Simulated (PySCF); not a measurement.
Input file:

```
{"job": {"kind": "nmr", "xc": "PBE0", "basis": "pcSseg-1"}, "charge": 0, "multiplicity": 1}
C      1.124825     1.061332     0.690359
C      1.368939    -0.063017     0.026413
C      2.681442    -0.245436    -0.688159
B      0.367778    -1.273843    -0.008160
N     -0.947429    -1.125595    -0.442389
Si    -1.832464     0.210394    -1.135789
N     -3.054505     0.593009     0.020229
H      1.838747     1.871220     0.750399
H      0.200349     1.212448     1.223981
H      3.347955     0.600525    -0.527577
H      3.173045    -1.153333    -0.341928
H      2.507436    -0.355349    -1.758711
H      0.734013    -2.336144     0.347594
H     -1.518527    -1.957231    -0.380839
H     -0.885095     1.265544    -1.494003
H     -2.562234    -0.286006    -2.307847
H     -3.768362     1.256716    -0.231718
H     -2.784671     0.731085     0.981727
```

Launched as:

```sh
OMP_NUM_THREADS=1 python probes_run.py task.json out
```

Geometry: GFN2-xTB.

The calculation used PBE0/pcSseg-1, SCF density, gas phase, non-relativistic in PySCF 2.14.0.

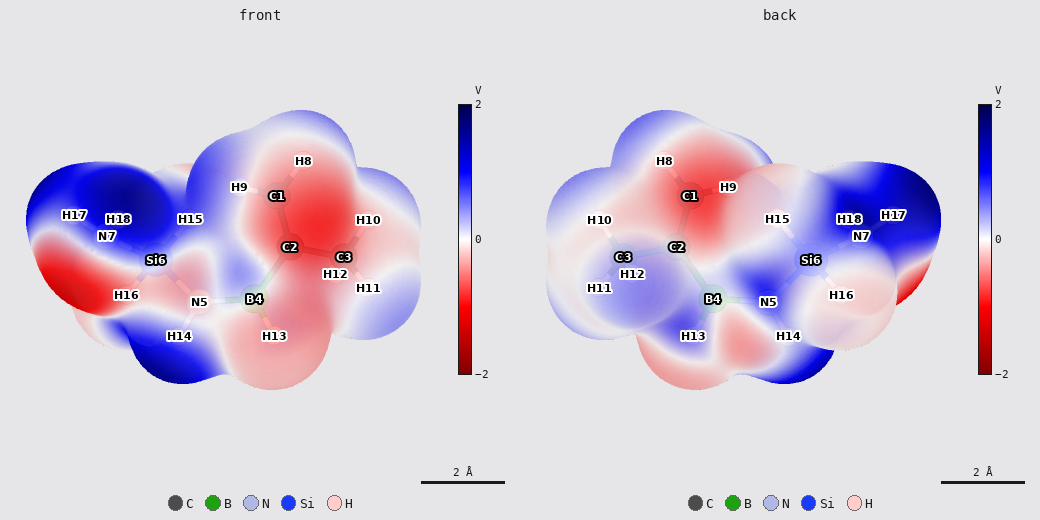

C3H11BN2Si. The electrostatic potential painted on the density surface at 0.002 e/bohr³, seen from the front and from behind; red is negative and blue positive.

**Which sites attract a positive test charge, and which a negative one?**

A positive charge is drawn to the negative regions and a negative charge to the positive ones. The most negative region (about −1.3 V, or −30 kcal/mol for a unit charge) lies over N7, the most positive (about +1.6 V, or +37 kcal/mol for a unit charge) over H14, H17 and H18. N7 is the likeliest acceptor of a hydrogen bond.

**How polar is the molecule by this calculation?**

Its dipole moment is 1.47 D.
